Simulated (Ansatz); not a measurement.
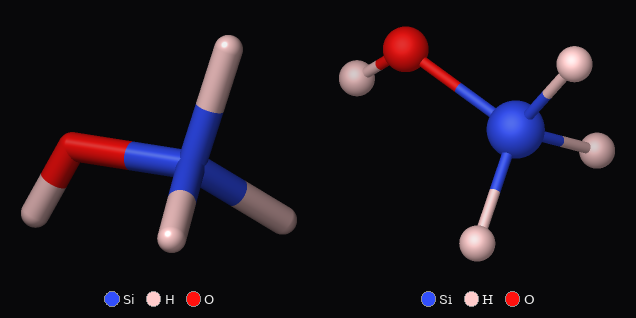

The same structure drawn twice, from different directions.

Computed geometry: PBE0-D4/def2-TZVP optimisation.

Question: Give the formula.

Answer: H4OSi, 6 atoms: 4 hydrogen, 1 oxygen and 1 silicon.

Question: How many bonds of each kind are drawn?

Answer: 3 Si–H, 1 O–Si, 1 O–H. Sticks follow a distance rule.

Question: How many sets of symmetry-equivalent atoms are there?

Answer: 5: 1 Si, 2 H, 1 H, 1 O, 1 H.

More results for the same structure follow; atom numbers are the same in all pictures, views and colours differ.

**Shape**

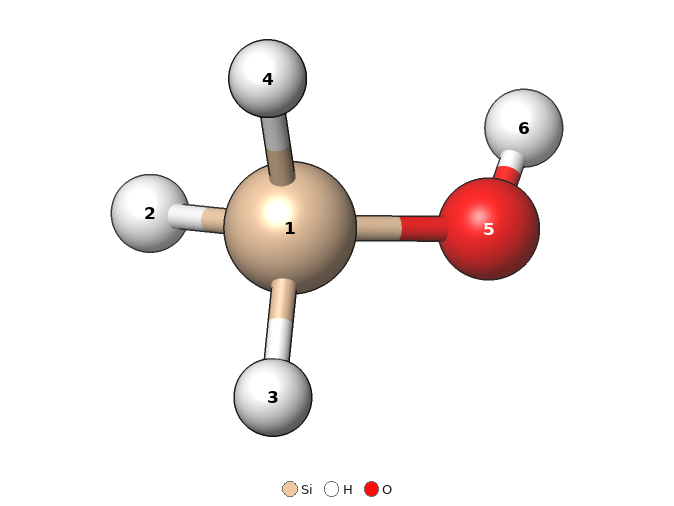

Atoms carry their numbers in the input.

Estimate the angles H2–Si1–H4, H2–Si1–H3, H3–Si1–O5, H2–Si1–O5, Si1–O5–H6.

```json
{"angle": "H2–Si1–H4", "degrees": "107.9"}
{"angle": "H2–Si1–H3", "degrees": "109.9"}
{"angle": "H3–Si1–O5", "degrees": "105.9"}
{"angle": "H2–Si1–O5", "degrees": "111.7"}
{"angle": "Si1–O5–H6", "degrees": "117.9"}
```

**Vibrations**

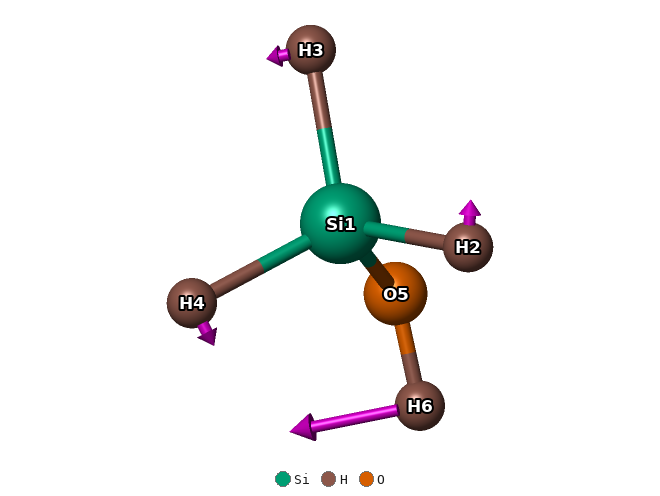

The arrows show one normal mode. Harmonic vibrations computed with RKS PBE0-D4/def2-TZVP (Ansatz 0.2.0) at a stationary point of the same level.

Question: What kind of motion is it?

Answer: A torsion or out-of-plane motion in which bond lengths and bond angles hardly change.

Question: Estimate its harmonic wavenumber.

Answer: 197 cm⁻¹; it is mode 1 of 12 counted from the lowest.

**Electronic properties**

Level of theory: RKS PBE0-D4/def2-TZVPP (Ansatz 0.2.0).

Computed properties:

- HOMO energy (Kohn–Sham orbital): −8.73 eV
- LUMO energy (Kohn–Sham orbital): 0.04 eV
- HOMO–LUMO gap: 8.77 eV

**Thermal motion**

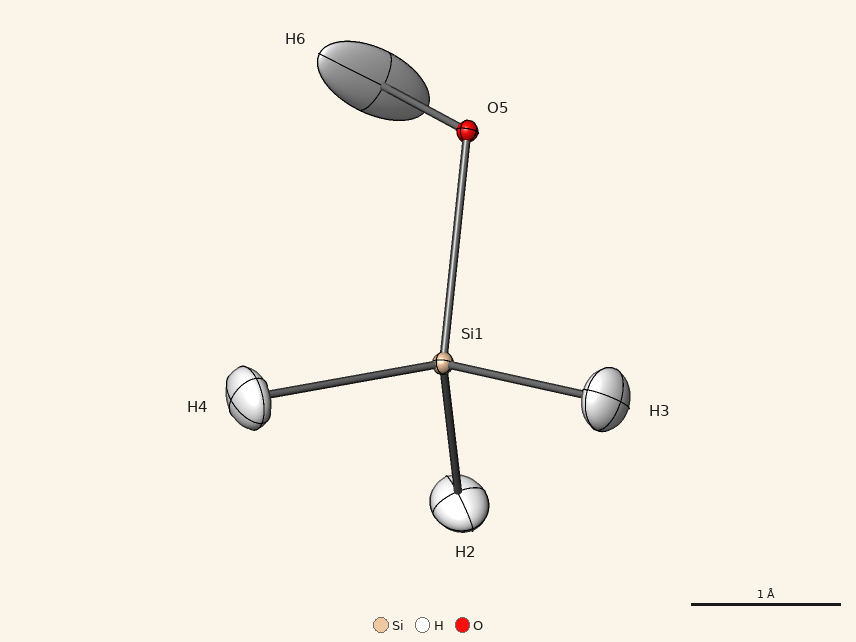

Displacement ellipsoids at the 50 % level, from the internal vibrations of the free molecule (harmonic, no overall translation or rotation; no half-axis is drawn under 0.075 Å). Vibrations computed with RKS PBE0-D4/def2-TZVP (Ansatz 0.2.0). Temperature: 298 K.

Question: Which atom has the largest mean-square displacement?

Answer: H6, with U_eq = 0.0605 Å².

Question: Does H6 move more along its bond or across it?

Answer: Across it: the root-mean-square amplitude is 0.065 Å along the bond and up to 0.397 Å across, since bending and torsion are softer than stretching.

Give the displacement parameters, one line for each set of equivalent atoms.

```csv
atom,U_eq (Å²),rms amplitudes (Å)
Si1,0.00017,"0.011, 0.011, 0.017"
"H2, H4",0.0153,"0.086, 0.124, 0.152"
H3,0.0150,"0.085, 0.135, 0.141"
O5,0.00063,"0.012, 0.029, 0.030"
H6,0.0605,"0.065, 0.141, 0.397"
```
